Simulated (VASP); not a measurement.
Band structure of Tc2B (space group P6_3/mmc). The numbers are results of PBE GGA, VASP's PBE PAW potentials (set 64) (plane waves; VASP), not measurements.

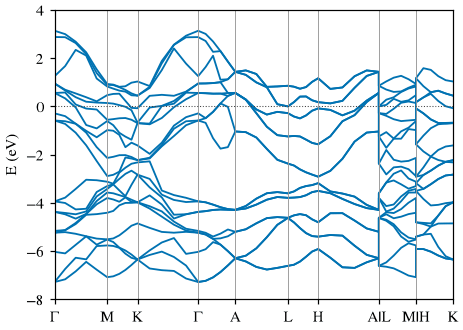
Figure: Bands along high-symmetry lines, zero at the valence-band maximum or, without a gap, the Fermi level

Q: Read the plot: is there a gap, and where are the band edges?

A: It has no gap at this level: it comes out as a metal or semimetal.

The structure was generated: Tc2B was put into an ordered model structure, which need not be its known phase. The cell was not relaxed at this level. The k-mesh is coarse (spacing up to 0.30 per Å, 2π included), so the numbers may not be converged in it.
